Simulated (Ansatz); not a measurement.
# AlClH2O2: what the fields show

```yaml
atoms:
  - { symbol: Al, position_ang: [-0.1452, 0.5321, 0.0228] }
  - { symbol: O, position_ang: [0.9147, -0.9281, 0.1399] }
  - { symbol: O, position_ang: [-1.6425, -0.1946, -0.4230] }
  - { symbol: H, position_ang: [-1.2953, -1.1103, -0.4365] }
  - { symbol: Cl, position_ang: [0.3072, 2.5585, 0.3397] }
  - { symbol: H, position_ang: [1.8611, -0.8575, 0.3571] }
```

Not at a stationary point (largest force 1.9 eV/Å).

These are results of RKS revPBE/def2-SVP (Ansatz 0.2.0), not measurements.

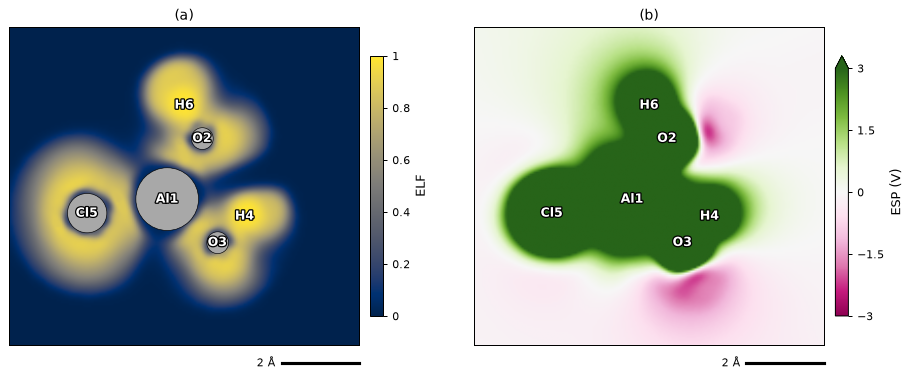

Figure 1. (a) electron localisation function; (b) electrostatic potential on the molecular plane. Grey discs cover the atomic cores in the ELF map.

Describe what can be read from this map.

The plane passes through Al, O, H and Cl nuclei.
Al–O (1.72 Å): the ELF peaks at about 0.90 in the valence shell of O, 0.6 Å from its nucleus, and is about 0.45 at the midpoint.
Al–Cl (2.10 Å): the ELF peaks at about 0.85 in the valence shell of Cl, 1.0 Å from its nucleus, and is about 0.80 at the midpoint.
O–H (0.97 Å): the ELF climbs to about 1 towards the hydrogen, as it does in any bond to H; an ordinary covalent bond to hydrogen.
Al–O (1.81 Å): the ELF peaks at about 0.85 in the valence shell of O, 0.7 Å from its nucleus, and is about 0.45 at the midpoint.
The ELF also peaks beside O3, Cl5 and O2, away from the bonds: lone-pair regions.
Outside the dense part of the molecule the potential is most negative (−2.1 V) near O2.

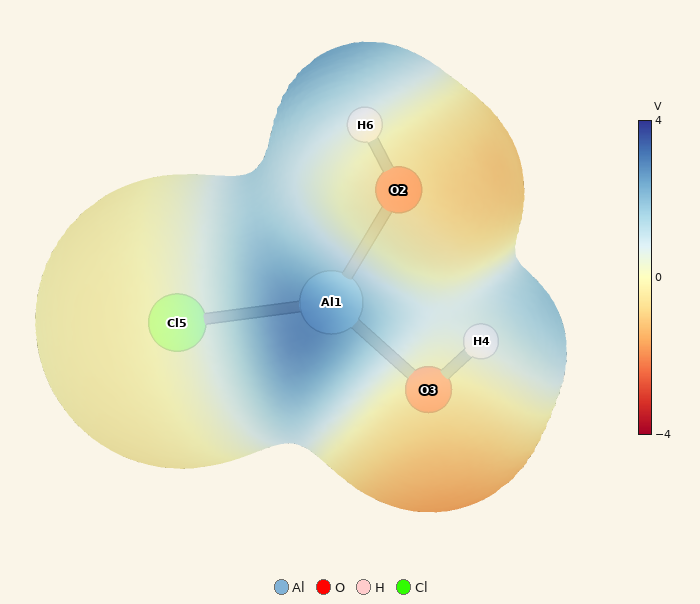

Figure 2. The electrostatic potential painted on the density surface at 0.002 e/bohr³, seen at a tilt; red is negative and blue positive.

Which sites attract a positive test charge, and which a negative one?

A positive charge is drawn to the negative regions and a negative charge to the positive ones. The most negative region (about −1.6 V) lies over O3, the most positive (about +3.0 V) over Al1. O3 is the likeliest acceptor of a hydrogen bond.

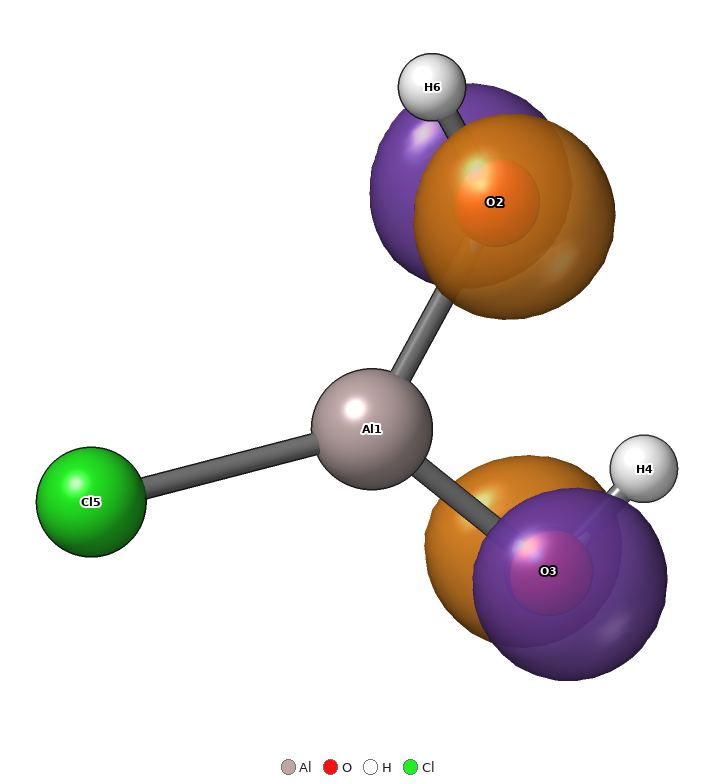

Figure 3. One frontier orbital at ±0.2 Å⁻³ᐟ² (orange and purple are the two phases), seen at a tilt.

Which orbital is it: HOMO or LUMO?

The HOMO, at −6.81 eV. It lies mainly on O2 (about 50 %) and O3 (about 40 %); it changes sign across the molecular plane (π type).
